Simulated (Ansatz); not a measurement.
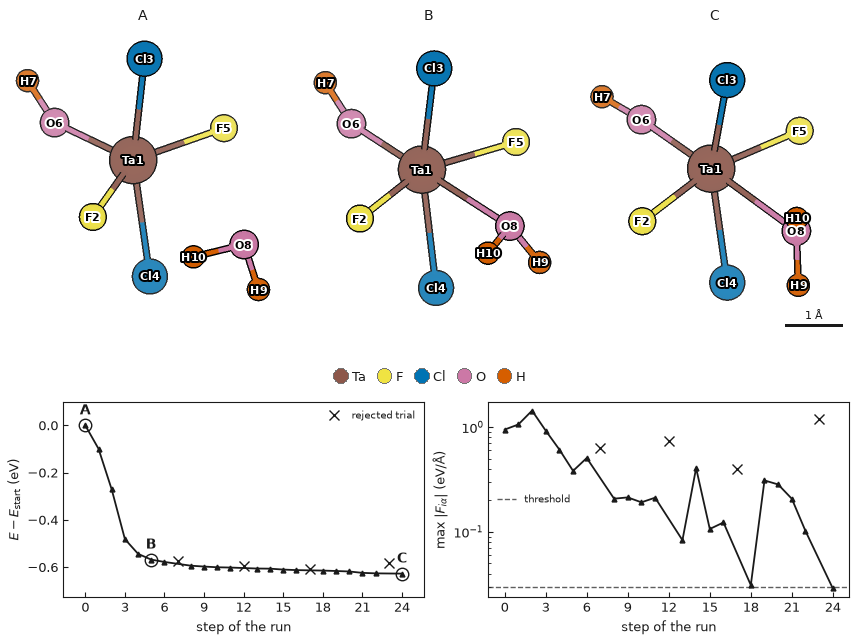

Frames of a relaxation of TaH3O2Cl2F2, marked on the history of the run. Style: ball-and-stick. Shown from a free direction.

The run prepares an end point of a later path (reaction) calculation, from a guessed geometry.

All numbers below come from RKS B3LYP/def2-SVP in Ansatz. Settings: no spin polarisation; force threshold 0.03 eV/Å; at most 50 steps.

Describe the path.

Over 20 accepted moves (24 points after the start) the energy falls by 0.627 eV. Largest force component: 0.95 eV/Å at the start, 0.029 eV/Å at the end. The line search rejected the trial steps at points 7, 12, 17, 23 of the run. H10 moves most after the best rigid fit: 0.88 Å. By element the largest moves are H 0.88 Å, O 0.69 Å, Cl 0.60 Å, F 0.45 Å, Ta 0.24 Å. Near-neighbour distances that change, for instance: Ta1–O8 3.201 → 2.299 Å, Ta1–H9 3.554 → 2.863 Å, Ta1–H10 3.115 → 2.874 Å, Ta1–Cl3 2.353 → 2.380 Å. New bonds form, among them: Ta1–O8 (3.20 → 2.30 Å). Bond angles that change, for instance: Ta1–O6–H7 150.6° → 175.2°, F2–Ta1–F5 142.6° → 163.7°, F2–Ta1–O6 108.9° → 98.0°. The run took 110 s on 4 threads of Arm Neoverse V1, with other jobs on the host, peak memory 0.44 GiB. From step 0 to 5: O and H atoms move most (0.64 Å), energy −0.568 eV. From step 5 to 24: H atoms move most (0.72 Å), energy −0.059 eV.
